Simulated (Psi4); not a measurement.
# CCD/aug-pcseg-1 (density fitting, density fitting for correlation) run of GeCl2 (SMILES [Cl][Ge][Cl])

What is the energy change on altering one bond length of GeCl2 at CCD/aug-pcseg-1 (density fitting, density fitting for correlation)? 

The results are computed with Psi4 1.11.

**1. Starting point**

The species is GeCl2 (3 atoms), meant as a singlet with charge 0. SMILES: `[Cl][Ge][Cl]`. The shape comes from GFN2-xTB, which is rough for such elements, and wasn't checked as a minimum.

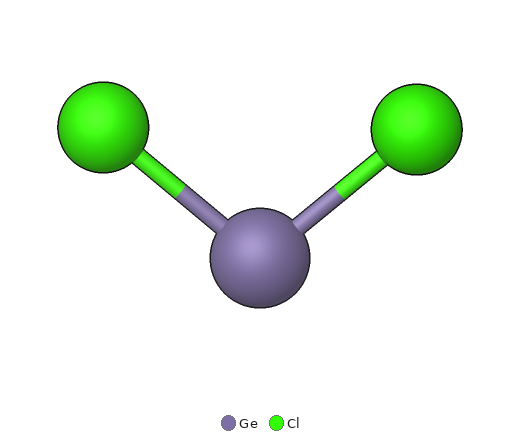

The structure, seen from a chosen angle (germanium purple, chlorine green).

**2. A single-point energy at CCD/aug-pcseg-1 (density fitting, density fitting for correlation)**

Contents of input.json:

```json
{
  "schema_name": "qcschema_input",
  "schema_version": 1,
  "molecule": {
    "schema_name": "qcschema_molecule",
    "schema_version": 2,
    "symbols": ["Ge", "Cl", "Cl"],
    "geometry": [0.00924076, -0.01343595, -1.75967517, 3.1139663, -0.03556465, 0.89710968, -3.12320706, 0.0490006, 0.86256549],
    "molecular_charge": 0,
    "molecular_multiplicity": 1,
    "fix_symmetry": "c1",
    "fix_com": true,
    "fix_orientation": true
  },
  "driver": "energy",
  "model": {
    "method": "ccd",
    "basis": "aug-pcseg-1"
  },
  "keywords": {
    "freeze_core": true,
    "cc_type": "df",
    "scf_type": "df"
  }
}
```

Started as:

```sh
$ psi4 --qcschema input.json -n 1 --memory 1600MB
```

stdout (excerpt; [...] marks lines left out):

```text
[...]
  Running in c1 symmetry.
[...]
  Nuclear repulsion =  312.606018086892789
[...]
  Multiplicity = 1
[...]
  Nalpha       = 33
  Nbeta        = 33
[...]
    Number of basis functions: 90
[...]
   @DF-RHF iter   1: -2993.66466127331023   -4.16934e+00   1.08130e-02 ADIIS/DIIS
[...]
   @DF-RHF iter  11: -2994.11689286607498   -1.59162e-11   5.50969e-09 DIIS
[...]
    Orbital Energies [Eh]
    ---------------------
    Doubly Occupied:
       1A   -405.231794     2A   -104.799759     3A   -104.799700
       4A    -52.171797     5A    -46.296533     6A    -46.295738
       7A    -46.295243     8A    -10.543527     9A    -10.543460
      10A     -8.022566    11A     -8.022499    12A     -8.020302
      13A     -8.020236    14A     -8.019922    15A     -8.019856
      16A     -7.261161    17A     -5.257623    18A     -5.255424
      19A     -5.252266    20A     -1.733806    21A     -1.731868
      22A     -1.729940    23A     -1.728069    24A     -1.724647
      25A     -1.109336    26A     -1.077723    27A     -0.680227
      28A     -0.536075    29A     -0.508841    30A     -0.496459
      31A     -0.467002    32A     -0.453730    33A     -0.388408
[...]
  @DF-RHF Final Energy: -2994.11689286607498
   => Energetics <=
    Nuclear Repulsion Energy =            312.6060180868927887
    One-Electron Energy =               -4788.4547495800361503
    Two-Electron Energy =                1481.7318386270683277
    Total Energy =                      -2994.1168928660754318
[...]
 Multipole Moments:
 ------------------------------------------------------------------------------------
     Multipole            Electronic (a.u.)      Nuclear  (a.u.)        Total (a.u.)
 ------------------------------------------------------------------------------------
 L = 1.  Multiply by 2.5417464519 to convert [e a0] to [Debye]
 Dipole X            :         -0.1353680            0.1386114            0.0032434
 Dipole Y            :          0.1955695           -0.2015393           -0.0059697
 Dipole Z            :         25.6117346          -26.3951276           -0.7833930
 Magnitude           :                                                    0.7834224
[...]
	DF-MP2 Total Energy (a.u.)         : -2994.48312716797864
[...]
```

The result, in JSON:

```text
{
 "driver": "energy",
 "model": {
  "method": "ccd",
  "basis": "aug-pcseg-1"
 },
 "success": true,
 "return_result": -2994.510967104767,
 "properties": {
  "calcinfo_nbasis": 90,
  "calcinfo_nmo": 90,
  "calcinfo_nalpha": 33,
  "calcinfo_nbeta": 33,
  "calcinfo_natom": 3,
  "nuclear_repulsion_energy": 312.6060180868928,
  "return_energy": -2994.510967104767,
  "scf_one_electron_energy": -4788.454749580036,
  "scf_two_electron_energy": 1481.7318386270683,
  "scf_dipole_moment": [0.0032434178928184565, -0.005969736068260567, -0.7833929750081943],
  "scf_total_energy": -2994.116892866075,
  "scf_iterations": 11,
  "mp2_singles_energy": 0.0,
  "mp2_doubles_energy": -0.3662343019034713,
  "mp2_correlation_energy": -0.3662343019036598,
  "mp2_total_energy": -2994.4831271679786
 }
}
```

Run time: 5.1 s. Hardware: 1 thread of Intel Xeon Platinum 8488C (Sapphire Rapids), shared host; peak memory 0.26 GiB.

**3. The distorted shape at the same level**

Contents of job.py:

```python
import psi4

psi4.set_memory(1600000000)
psi4.set_num_threads(1)
psi4.set_output_file('psi4.out', False)

molecule = psi4.geometry("""
0 1
Ge
Cl 1 3.0274
Cl 1 2.162016 2 99.51575
symmetry c1
no_reorient
no_com
""")

psi4.set_options({
    'basis': 'aug-pcseg-1',
    'freeze_core': True,
    'cc_type': 'df',
    'scf_type': 'df',
})

E, wfn = psi4.energy("ccd", molecule=molecule, return_wfn=True)
print(f'total energy {E:.8f} hartree = {E * 27.211386:.5f} eV')
```

Started as:

```sh
$ python job.py
```

psi4.out (excerpt; [...] marks lines left out):

```text
[...]
  Running in c1 symmetry.
[...]
  Nuclear repulsion =  266.467750986968838
[...]
  Multiplicity = 1
[...]
  Nalpha       = 33
  Nbeta        = 33
[...]
    Number of basis functions: 90
[...]
   @DF-RHF iter   1: -2993.62948358972244   -4.65963e+00   1.06103e-02 ADIIS/DIIS
[...]
   @DF-RHF iter  13: -2994.05730340018090    0.00000e+00   3.12456e-09 DIIS
[...]
    Orbital Energies [Eh]
    ---------------------
    Doubly Occupied:
       1A   -405.309832     2A   -104.849986     3A   -104.721456
       4A    -52.247685     5A    -46.372064     6A    -46.371748
       7A    -46.370918     8A    -10.592648     9A    -10.457278
      10A     -8.071584    11A     -8.069252    12A     -8.068962
      13A     -7.936198    14A     -7.934856    15A     -7.934748
      16A     -7.332067    17A     -5.327159    18A     -5.324712
      19A     -5.322547    20A     -1.801717    21A     -1.800621
      22A     -1.797707    23A     -1.797676    24A     -1.794795
      25A     -1.138305    26A     -0.965498    27A     -0.703875
      28A     -0.525683    29A     -0.523806    30A     -0.500911
      31A     -0.381191    32A     -0.381035    33A     -0.377090
[...]
  @DF-RHF Final Energy: -2994.05730340018090
   => Energetics <=
    Nuclear Repulsion Energy =            266.4677509869688379
    One-Electron Energy =               -4694.8388917901111199
    Two-Electron Energy =                1434.3138374029610986
    Total Energy =                      -2994.0573034001808992
[...]
 Multipole Moments:
 ------------------------------------------------------------------------------------
     Multipole            Electronic (a.u.)      Nuclear  (a.u.)        Total (a.u.)
 ------------------------------------------------------------------------------------
 L = 1.  Multiply by 2.5417464519 to convert [e a0] to [Debye]
 Dipole X            :          4.2102362           -3.8556824            0.3545538
 Dipole Y            :          7.8699466           -4.8280013            3.0419453
 Dipole Z            :          0.0000000            0.0000000            0.0000000
 Magnitude           :                                                    3.0625381
[...]
	DF-MP2 Total Energy (a.u.)         : -2994.42555244545383
[...]
```

On the terminal:

```text
total energy -2994.45399193 hartree = -81483.24343 eV
```

It took 5.4 s on 1 thread of Intel Xeon Platinum 8488C (Sapphire Rapids), shared host; peak memory 0.25 GiB.

**4. Results**

Level: CCD/aug-pcseg-1 (density fitting, density fitting for correlation), 19 core orbitals frozen.

| quantity | value |
| --- | --- |
| first shape: total energy | -2994.51097 Eh |
| first shape: HOMO energy (Hartree–Fock orbitals) | -10.57 eV |
| first shape: LUMO energy (Hartree–Fock orbitals) | -0.25 eV |
| first shape: HOMO–LUMO gap (Hartree–Fock orbitals) | 10.32 eV |
| first shape: correlation energy (19 core orbitals frozen) | -394.1 mEh |
| distorted shape: total energy | -2994.45399 Eh |
| distorted shape: HOMO energy (Hartree–Fock orbitals) | -10.26 eV |
| distorted shape: LUMO energy (Hartree–Fock orbitals) | -1.58 eV |
| distorted shape: HOMO–LUMO gap (Hartree–Fock orbitals) | 8.68 eV |
| distorted shape: correlation energy (19 core orbitals frozen) | -396.7 mEh |
| energy change with the Ge1–Cl2 bond stretched from 2.162 to 3.027 Å | 1.550 eV |

**Reading.** With the Ge1–Cl2 bond stretched from 2.162 to 3.027 Å the energy rises by 1.55 eV (36 kcal/mol). The first shape isn't relaxed at this level, so the change isn't measured from a minimum. A restricted reference can't describe the breaking bond well at this length.
